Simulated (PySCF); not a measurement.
InBi (triplet)

```xyz
2

In    0.0000    0.0000   -1.9589
Bi    0.0000    0.0000    1.0771
```

Core potentials replace the inner electrons of In and Bi.

Computed with PBE0/cc-pVDZ(-PP), non-relativistic Hamiltonian with scalar-relativistic core potentials where named, at a bond length of 3.036 Å (PySCF).

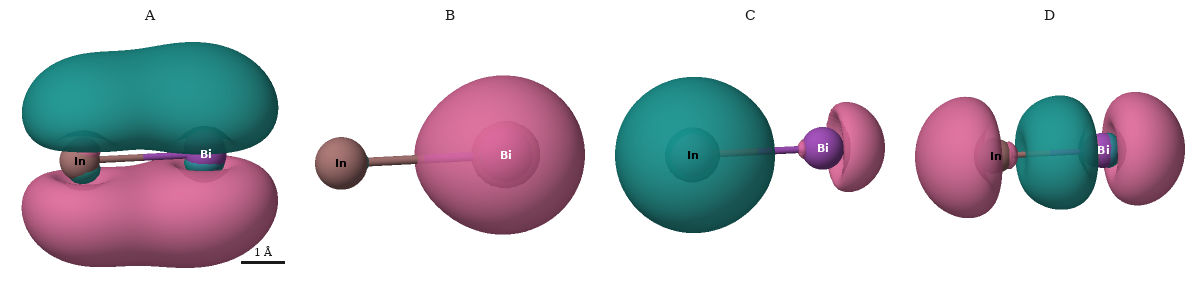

Figure 1. Four frontier β-spin orbitals, each drawn at the value that holds 80 % of its norm (teal and pink are the two phases), in no order; of a degenerate pair one member is drawn.

Name the orbitals and rank them from lowest to highest energy.

Orbital B: σ, occupied in this spin, −14.34 eV; mainly on Bi (95 %).
Orbital C: σ, occupied in this spin, −9.27 eV; mainly on In (85 %).
Orbital D: σ, occupied in this spin, −4.73 eV; shared between the atoms (In 45 %, Bi 55 %).
Orbital A: π, empty in this spin, −2.81 eV; bonding, with no node between the atoms.

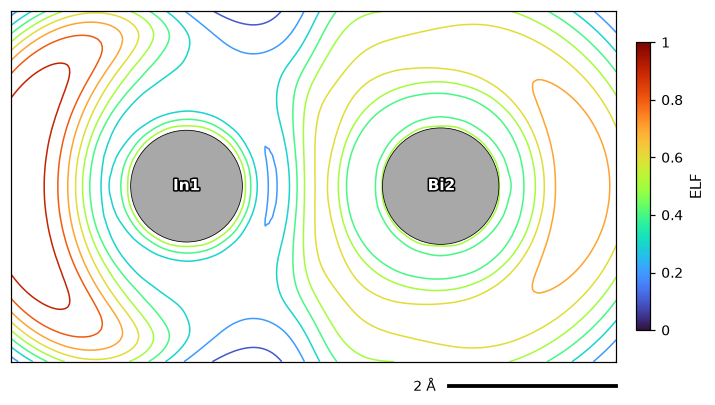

Figure 2. Electron localisation function on a plane that holds the molecular axis. Grey discs cover the atomic cores.

Describe what can be read from this map.

The section cuts through In and Bi sites. In–Bi (3.04 Å): the ELF reaches about 0.60 near the midpoint.

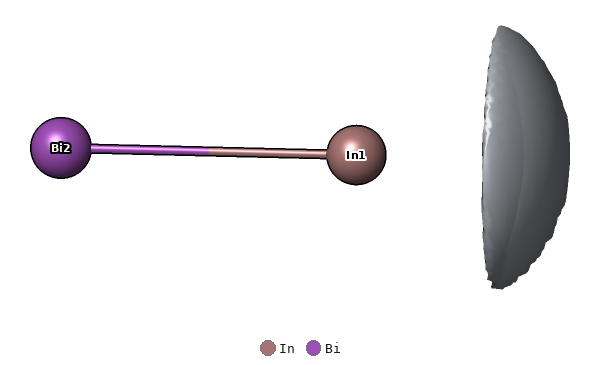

Figure 3. Isosurface of the electron localisation function at 0.9 (grey), seen from one side. Only the valence region is drawn (cores and ρ < 0.01 e/Å³ removed).

What do the ELF domains correspond to?

At this value the surface marks out one lobe on In, pointing away from the bonds (non-bonding electrons).

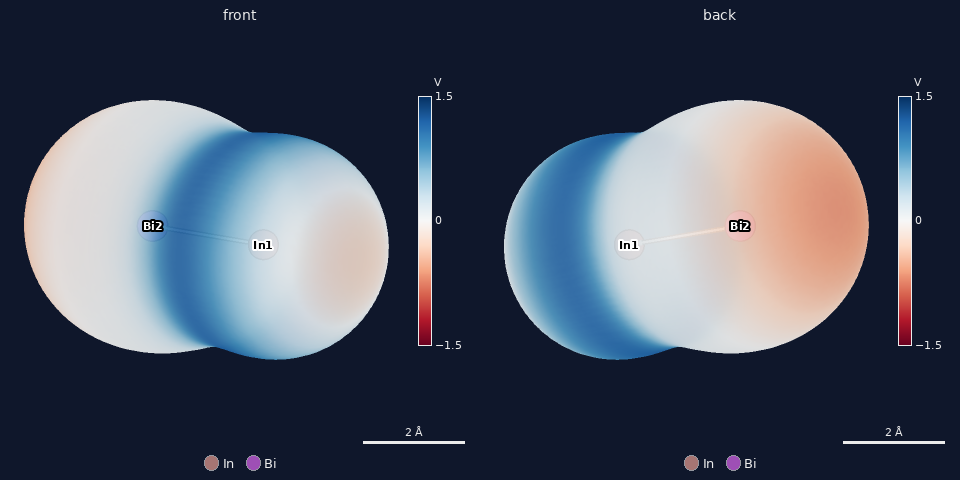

Figure 4. The molecular electrostatic potential painted on the density surface at 0.001 e/bohr³, seen from the front and from behind; the colour scale runs from red (negative) to blue (positive).

Which sites attract a positive test charge, and which a negative one?

A positive charge is drawn to the negative regions and a negative charge to the positive ones. The most negative region (about −0.7 V) lies over Bi2, the most positive (about +1.2 V) over In1.
